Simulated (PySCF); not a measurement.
Vertical excitations of a molecule ClH7OSi3 from PySCF with TDA-B3LYP/def2-SVPD, as energy in eV (oscillator strength): 5.50 (0.014), 6.31 (0.001), 6.44 (0.003), 6.87 (0.011), 6.93 (0.022), 6.99 (0.031), 7.02 (0.005), 7.35 (0.077), 7.38 (0.079), 7.54 (0.002). Lowest triplet (TDA): 4.97 eV. Geometry: B3LYP-D3(BJ)/def2-SVP. Other conformers were not sampled.

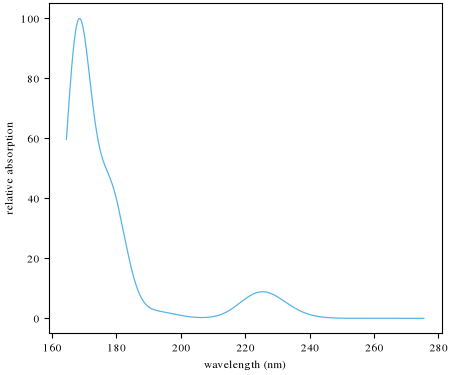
*The lines broadened by 0.4 eV.*

Problem. Identify the compound among the candidates.
A. [SiH3]O[SiH2][SiH2]Cl
B. [SiH3]O[Si@@H]([SiH3])Cl
C. O[SiH2][SiH2][SiH2]Cl
D. O[Si@H]([SiH3])[SiH2]Cl

Solution. A, [SiH3]O[SiH2][SiH2]Cl
